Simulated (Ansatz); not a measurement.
AlGeH4Cl (SMILES [Cl][AlH][GeH3]): the electronic atomisation energy, rung by rung

AlGeH4Cl has 7 atoms, charge 0, and is taken as a singlet. SMILES: `[Cl][AlH][GeH3]`. The shape is that of a PBE0-D4/def2-TZVP optimisation.

```xyz
7

Cl   -2.4993   -1.5272   -0.1269
Al   -0.4254   -1.3147    0.1445
Ge    0.5011    0.9598   -0.0933
H     0.3795   -2.6320    0.4800
H     0.2257    1.5225   -1.4999
H    -0.1440    1.9264    0.9168
H     2.0237    0.9973    0.1331
```

Quantity: the electronic atomisation energy, in eV. The values are calculated. Electronic energies at fixed atoms, without zero-point motion or spin-orbit coupling.

| level | kind | program | value (eV) | CPU time (all runs) |
| --- | --- | --- | --- | --- |
| HF/def2-SVP | Hartree–Fock | Ansatz | 14.44 | 1.9 s |
| PBE/def2-SVP | GGA | Ansatz | 18.54 | 5.5 s |
| B3LYP/def2-SVP | global hybrid | Ansatz | 18.50 | 6.4 s |
| CAM-B3LYP/def2-SVP | range-separated hybrid | Ansatz | 18.71 | 6.9 s |
| HSE06/def2-SVP | range-separated hybrid | Ansatz | 18.56 | 8.6 s |
| wB97X/def2-SVP | range-separated hybrid | Ansatz | 19.04 | 23 s |
| B2PLYP/def2-SVP | double hybrid | Ansatz | 18.32 | 8.9 s |
| PBE-QIDH/def2-SVP | double hybrid | Ansatz | 18.47 | 8.2 s |

All-electron rows without a relativistic Hamiltonian named are non-relativistic. The values span 14.44 to 19.04 eV. CPU times are rough (shared hosts, several kinds of processor and program).

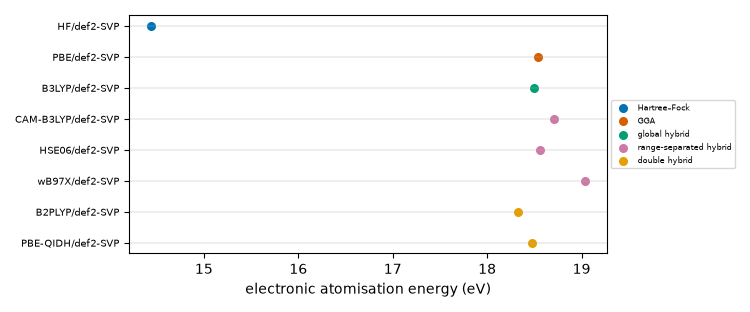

The values of the table, level by level.
